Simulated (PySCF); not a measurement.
**GaHCl2O (SMILES [OH][Ga]([Cl])[Cl]): revPBE/def2-SVP**

Aim: the energy change on altering one bond length of GaHCl2O at revPBE/def2-SVP, from 2 runs. Input form: a Python script.

Program for the calculation: PySCF 2.14.0.

1 further run of the same task is left out (set aside as unsound or not needed).

**1. The system as given**

GaHCl2O: 5 atoms, total charge 0, spin state singlet. SMILES: `[OH][Ga]([Cl])[Cl]`. Geometry: relaxed at PBE0-D4/def2-TZVP.

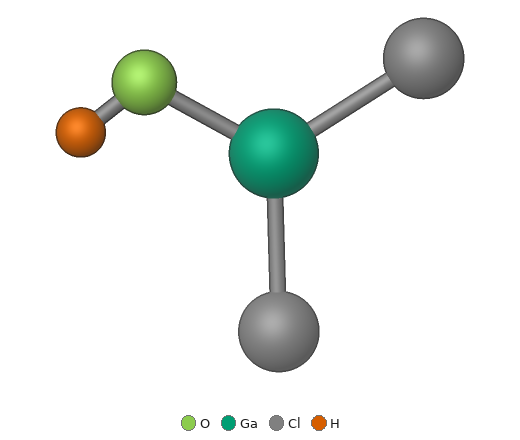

Viewed from a chosen angle; oxygen green, gallium teal, chlorine grey, hydrogen orange.

**2. The energy at revPBE/def2-SVP**

Contents of mol.xyz:

```xyz
5

O      0.254500     1.354600     0.245900
Ga     0.118500    -0.394500     0.056800
Cl     1.500000    -1.634900     1.057700
Cl    -1.407900    -1.236300    -1.155800
H     -0.415200     1.837400    -0.246000
```

Contents of calc.py:

```python
# [OH][Ga]([Cl])[Cl]
from pyscf import gto, dft

molecule = gto.M(
    atom='mol.xyz',
    basis='def2-svp',
    max_memory=1860,
    verbose=4,
)

mf = dft.RKS(molecule, xc='revpbe')
mf.conv_tol = 1e-10
mf.grids.level = 5
mf.kernel()
if not mf.converged:
    mf = mf.newton().run(mf.mo_coeff, mf.mo_occ)

etot = mf.e_tot
print('E = %.10f Eh' % etot)
```

On the command line:

```sh
$ OMP_NUM_THREADS=1 python calc.py
```

The log of the run:

```text
PySCF version 2.14.0

[INPUT] num. atoms = 5
[INPUT] num. electrons = 74
[INPUT] charge = 0
[INPUT] spin (= nelec alpha-beta = 2S) = 0
[INPUT] symmetry False subgroup None
[INPUT] Mole.unit = angstrom
[INPUT] Symbol           X                Y                Z      unit          X                Y                Z       unit  Magmom
[INPUT]  1 O      0.254500000000   1.354600000000   0.245900000000 AA    0.480935298702   2.559823008336   0.464683654031 Bohr   0.0
[INPUT]  2 Ga     0.118500000000  -0.394500000000   0.056800000000 AA    0.223932545761  -0.745496956141   0.107336443875 Bohr   0.0
[INPUT]  3 Cl     1.500000000000  -1.634900000000   1.057700000000 AA    2.834589186848  -3.089513241051   1.998763321952 Bohr   0.0
[INPUT]  4 Cl    -1.407900000000  -1.236300000000  -1.155800000000 AA   -2.660545410775  -2.336268407800  -2.184145454772 Bohr   0.0
[INPUT]  5 H     -0.415200000000   1.837400000000  -0.246000000000 AA   -0.784614286919   3.472182781276  -0.464872626643 Bohr   0.0

nuclear repulsion = 438.684256422529
number of shells = 37
number of NR pGTOs = 177
number of NR cGTOs = 87
basis = def2-svp
ecp = {}

******** <class 'pyscf.dft.rks.RKS'> ********
method = RKS
initial guess = minao
damping factor = 0
level_shift factor = 0
DIIS = <class 'pyscf.scf.diis.CDIIS'>
diis_start_cycle = 1
diis_space = 8
diis_damp = 0
SCF conv_tol = 1e-10
SCF conv_tol_grad = None
SCF max_cycles = 50
direct_scf = True
direct_scf_tol = 1e-13
XC library pyscf.dft.libxc version 7.0.0
    S. Lehtola, C. Steigemann, M. J.T. Oliveira, and M. A.L. Marques.,  SoftwareX 7, 1–5 (2018)
XC functionals = revpbe
    Y. Zhang and W. Yang.,  Phys. Rev. Lett. 80, 890 (1998)
    J. P. Perdew, K. Burke, and M. Ernzerhof.,  Phys. Rev. Lett. 77, 3865 (1996)
    J. P. Perdew, K. Burke, and M. Ernzerhof.,  Phys. Rev. Lett. 78, 1396 (1997)
radial grids:
    Treutler-Ahlrichs [JCP 102, 346 (1995); DOI:10.1063/1.469408] (M4) radial grids

becke partition: Becke, JCP 88, 2547 (1988); DOI:10.1063/1.454033
pruning grids: <function nwchem_prune>
grids dens level: 5
symmetrized grids: False
atomic radii adjust function: <function treutler_atomic_radii_adjust>
small_rho_cutoff = 0
Set gradient conv threshold to 1e-05
Initial guess from minao.
tot grids = 197896
init E= -2920.01289593158
  HOMO = -0.342604091011409  LUMO = -0.100138287292687  gap/eV = 6.59783
cycle= 1 E= -2920.05276973943  delta_E= -0.0399  |g|= 1.15  |ddm|= 2.67
  HOMO = -0.149626602957047  LUMO = -0.0589747960538531  gap/eV = 2.46676
cycle= 2 E= -2917.79242527407  delta_E= 2.26  |g|= 3.18  |ddm|= 3.84
  HOMO = -0.230713955143805  LUMO = -0.0816946392895286  gap/eV = 4.05502
cycle= 3 E= -2920.18277573948  delta_E= -2.39  |g|= 0.645  |ddm|= 3.34
  HOMO = -0.270943005015381  LUMO = -0.0706857470831208  gap/eV = 5.44928
cycle= 4 E= -2920.27460103386  delta_E= -0.0918  |g|= 0.226  |ddm|= 0.863
  HOMO = -0.277994789954321  LUMO = -0.0869165089574957  gap/eV = 5.19950
cycle= 5 E= -2920.2840566274  delta_E= -0.00946  |g|= 0.0631  |ddm|= 0.278
  HOMO = -0.275986623991579  LUMO = -0.08039681034961  gap/eV = 5.32227
cycle= 6 E= -2920.28512306067  delta_E= -0.00107  |g|= 0.0172  |ddm|= 0.0837
  HOMO = -0.278408825221592  LUMO = -0.0809216174066165  gap/eV = 5.37390
cycle= 7 E= -2920.28520185251  delta_E= -7.88e-05  |g|= 0.00284  |ddm|= 0.0187
  HOMO = -0.278582908239308  LUMO = -0.0809155653663538  gap/eV = 5.37880
cycle= 8 E= -2920.28520349821  delta_E= -1.65e-06  |g|= 0.000817  |ddm|= 0.00281
  HOMO = -0.278603296438162  LUMO = -0.0809162383276205  gap/eV = 5.37934
cycle= 9 E= -2920.28520362892  delta_E= -1.31e-07  |g|= 0.000327  |ddm|= 0.0012
  HOMO = -0.278608719026553  LUMO = -0.08091483205938  gap/eV = 5.37952
cycle= 10 E= -2920.28520365876  delta_E= -2.98e-08  |g|= 8.28e-05  |ddm|= 0.000513
  HOMO = -0.27860945719489  LUMO = -0.0809142558311238  gap/eV = 5.37956
cycle= 11 E= -2920.28520366032  delta_E= -1.56e-09  |g|= 3.24e-05  |ddm|= 0.000137
  HOMO = -0.278609479154539  LUMO = -0.0809138484400318  gap/eV = 5.37957
cycle= 12 E= -2920.28520366063  delta_E= -3.07e-10  |g|= 2.48e-06  |ddm|= 4.35e-05
  HOMO = -0.278609467037552  LUMO = -0.0809139073373775  gap/eV = 5.37957
cycle= 13 E= -2920.28520366068  delta_E= -5.59e-11  |g|= 1.69e-06  |ddm|= 3.55e-06
  HOMO = -0.278609697255197  LUMO = -0.0809139341749363  gap/eV = 5.37958
Extra cycle  E= -2920.28520366064  delta_E= 4.46e-11  |g|= 2.58e-06  |ddm|= 2.76e-06
converged SCF energy = -2920.28520366064
E = -2920.2852036606 Eh
```

Wall time 20 s (1 thread of Intel Xeon at 2.70GHz, shared host); peak memory 0.46 GiB.

**3. The distorted shape**

Contents of input.py:

```python
from pyscf import gto, dft

molecule = gto.M(
    atom='''
O    0.589329   1.113215   0.491835
Ga   0.453329  -0.635885   0.302735
Cl   1.834829  -1.876285   1.303635
Cl  -1.073071  -1.477685  -0.909865
H   -0.415200   1.837400  -0.246000
''',
    basis='def2-svp',
    max_memory=1860,
    charge=0,
    verbose=4,
)

myscf = dft.RKS(molecule, xc='revpbe')
myscf.conv_tol = 1e-10
myscf.grids.level = 5
myscf.kernel()
if not myscf.converged:
    myscf = myscf.newton().run(myscf.mo_coeff, myscf.mo_occ)

etot = myscf.e_tot
print(f'total energy: {etot:.8f} hartree')
```

On the command line:

```sh
$ OMP_NUM_THREADS=1 python input.py
```

The log of the run:

```text
PySCF version 2.14.0

[INPUT] num. atoms = 5
[INPUT] num. electrons = 74
[INPUT] charge = 0
[INPUT] spin (= nelec alpha-beta = 2S) = 0
[INPUT] symmetry False subgroup None
[INPUT] Mole.unit = angstrom
[INPUT] Symbol           X                Y                Z      unit          X                Y                Z       unit  Magmom
[INPUT]  1 O      0.589329000000   1.113215000000   0.491835000000 AA    1.113670407264   2.103671467758   0.929433448475 Bohr   0.0
[INPUT]  2 Ga     0.453329000000  -0.635885000000   0.302735000000 AA    0.856667654323  -1.201648496719   0.572086238320 Bohr   0.0
[INPUT]  3 Cl     1.834829000000  -1.876285000000   1.303635000000 AA    3.467324295410  -3.545664781630   2.463513116397 Bohr   0.0
[INPUT]  4 Cl    -1.073071000000  -1.477685000000  -0.909865000000 AA   -2.027810302213  -2.792419948378  -1.719395660327 Bohr   0.0
[INPUT]  5 H     -0.415200000000   1.837400000000  -0.246000000000 AA   -0.784614286919   3.472182781276  -0.464872626643 Bohr   0.0

nuclear repulsion = 435.981341231141
number of shells = 37
number of NR pGTOs = 177
number of NR cGTOs = 87
basis = def2-svp
ecp = {}

******** <class 'pyscf.dft.rks.RKS'> ********
method = RKS
initial guess = minao
damping factor = 0
level_shift factor = 0
DIIS = <class 'pyscf.scf.diis.CDIIS'>
diis_start_cycle = 1
diis_space = 8
diis_damp = 0
SCF conv_tol = 1e-10
SCF conv_tol_grad = None
SCF max_cycles = 50
direct_scf = True
direct_scf_tol = 1e-13
XC library pyscf.dft.libxc version 7.0.0
    S. Lehtola, C. Steigemann, M. J.T. Oliveira, and M. A.L. Marques.,  SoftwareX 7, 1–5 (2018)
XC functionals = revpbe
    Y. Zhang and W. Yang.,  Phys. Rev. Lett. 80, 890 (1998)
    J. P. Perdew, K. Burke, and M. Ernzerhof.,  Phys. Rev. Lett. 77, 3865 (1996)
    J. P. Perdew, K. Burke, and M. Ernzerhof.,  Phys. Rev. Lett. 78, 1396 (1997)
radial grids:
    Treutler-Ahlrichs [JCP 102, 346 (1995); DOI:10.1063/1.469408] (M4) radial grids

becke partition: Becke, JCP 88, 2547 (1988); DOI:10.1063/1.454033
pruning grids: <function nwchem_prune>
grids dens level: 5
symmetrized grids: False
atomic radii adjust function: <function treutler_atomic_radii_adjust>
small_rho_cutoff = 0
Set gradient conv threshold to 1e-05
Initial guess from minao.
tot grids = 197896
init E= -2919.83661837979
  HOMO = -0.34253006071918  LUMO = -0.129356835762747  gap/eV = 5.80074
cycle= 1 E= -2919.92382234589  delta_E= -0.0872  |g|=  1.2  |ddm|=  2.6
  HOMO = -0.118818409945484  LUMO = -0.0267350594885265  gap/eV = 2.50572
cycle= 2 E= -2916.30550739857  delta_E= 3.62  |g|= 3.39  |ddm|= 4.44
  HOMO = -0.2208508252785  LUMO = -0.198703380353243  gap/eV = 0.60266
cycle= 3 E= -2919.93121524931  delta_E= -3.63  |g|= 1.01  |ddm|= 4.08
  HOMO = -0.276557038324543  LUMO = -0.133166749750585  gap/eV = 3.90185
cycle= 4 E= -2920.20057884593  delta_E= -0.269  |g|= 0.155  |ddm|= 1.17
  HOMO = -0.271546054293339  LUMO = -0.123556126576226  gap/eV = 4.02701
cycle= 5 E= -2920.20327266291  delta_E= -0.00269  |g|= 0.119  |ddm|= 0.39
  HOMO = -0.267371556455789  LUMO = -0.127820279940456  gap/eV = 3.79738
cycle= 6 E= -2920.20793839922  delta_E= -0.00467  |g|= 0.0219  |ddm|= 0.178
  HOMO = -0.268767147837152  LUMO = -0.127257373705266  gap/eV = 3.85068
cycle= 7 E= -2920.20807084558  delta_E= -0.000132  |g|= 0.00725  |ddm|= 0.0287
  HOMO = -0.269172645170404  LUMO = -0.127811273271139  gap/eV = 3.84664
cycle= 8 E= -2920.20808622905  delta_E= -1.54e-05  |g|= 0.00144  |ddm|= 0.0105
  HOMO = -0.269209816269268  LUMO = -0.127896732494068  gap/eV = 3.84532
cycle= 9 E= -2920.20808665782  delta_E= -4.29e-07  |g|= 0.000764  |ddm|= 0.0022
  HOMO = -0.269212133166476  LUMO = -0.127855134952421  gap/eV = 3.84652
cycle= 10 E= -2920.20808678081  delta_E= -1.23e-07  |g|= 0.000332  |ddm|= 0.00092
  HOMO = -0.269230127177757  LUMO = -0.127863863994568  gap/eV = 3.84677
cycle= 11 E= -2920.20808681069  delta_E= -2.99e-08  |g|= 6.73e-05  |ddm|= 0.000357
  HOMO = -0.269242639879448  LUMO = -0.127875422189067  gap/eV = 3.84680
cycle= 12 E= -2920.20808681181  delta_E= -1.12e-09  |g|= 2.27e-05  |ddm|= 9.3e-05
  HOMO = -0.269240766198195  LUMO = -0.127873675719824  gap/eV = 3.84679
cycle= 13 E= -2920.20808681192  delta_E= -1.12e-10  |g|= 4.83e-06  |ddm|= 2.13e-05
  HOMO = -0.269240483314876  LUMO = -0.127873508417564  gap/eV = 3.84679
cycle= 14 E= -2920.20808681191  delta_E= 1.32e-11  |g|= 8.45e-07  |ddm|= 5.46e-06
  HOMO = -0.269240229372937  LUMO = -0.127873301272829  gap/eV = 3.84679
Extra cycle  E= -2920.20808681191  delta_E= -7.28e-12  |g|= 2.3e-06  |ddm|= 3.04e-06
converged SCF energy = -2920.20808681191
total energy: -2920.20808681 hartree
```

It took 21 s on 1 thread of Intel Xeon at 2.70GHz, shared host; peak memory 0.46 GiB.

**4. What came out**

At revPBE/def2-SVP:

| quantity | value |
| --- | --- |
| first shape: total energy | -2920.28520 Eh |
| first shape: dipole moment | 1.56 D |
| first shape: HOMO energy | -7.58 eV |
| first shape: LUMO energy | -2.20 eV |
| first shape: HOMO–LUMO gap | 5.38 eV |
| distorted shape: total energy | -2920.20809 Eh |
| distorted shape: dipole moment | 1.86 D |
| distorted shape: HOMO energy | -7.33 eV |
| distorted shape: LUMO energy | -3.48 eV |
| distorted shape: HOMO–LUMO gap | 3.85 eV |
| energy change with the O1–H5 bond stretched from 0.961 to 1.442 Å | 2.098 eV |

**Reading.** With the O1–H5 bond stretched from 0.961 to 1.442 Å the energy rises by 2.10 eV (48 kcal/mol). The first shape isn't relaxed at this level, so the change isn't measured from a minimum.
